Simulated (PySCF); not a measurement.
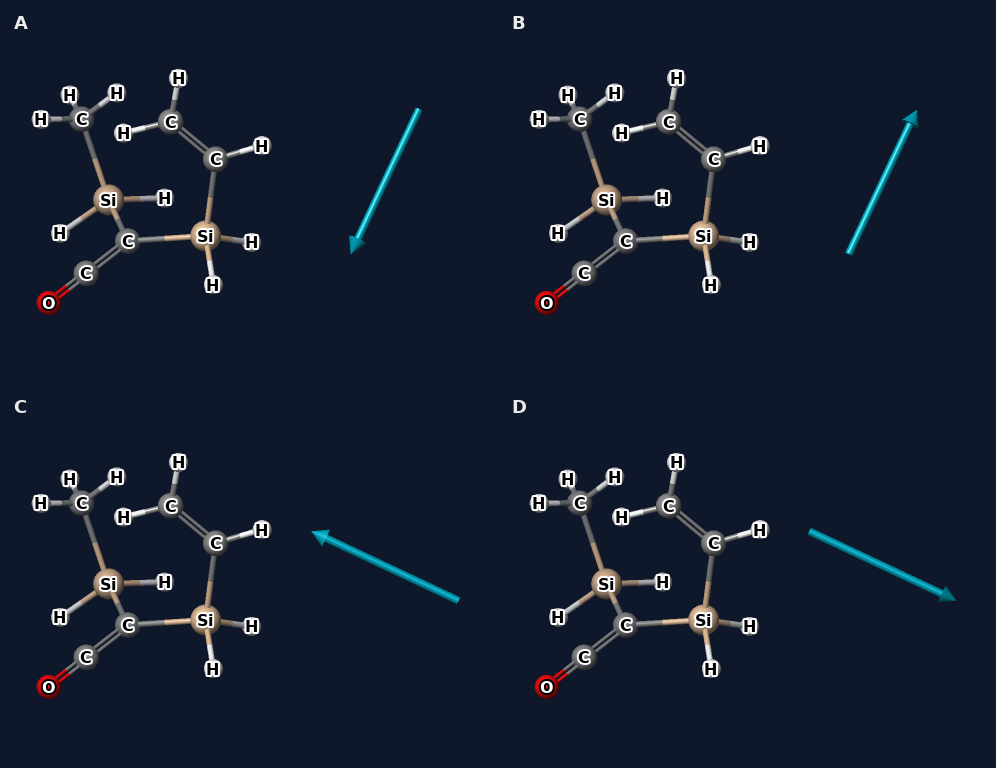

The same molecule four times, each with an arrow. The computed structure is the end point of a GFN2-xTB optimisation. No frequency run is at hand to confirm it as a minimum. Method: PBE0/pcSseg-1, gas phase (PySCF 2.14.0).

Question: Which arrow points along the dipole moment, from the negative to the positive end?

Answer: B. The dipole moment is 2.15 D.

The geometry is semi-empirical. Around Si such bond lengths and angles can be off by a tenth of an ångström or more and by several degrees, and values that hang on the shape move with them.
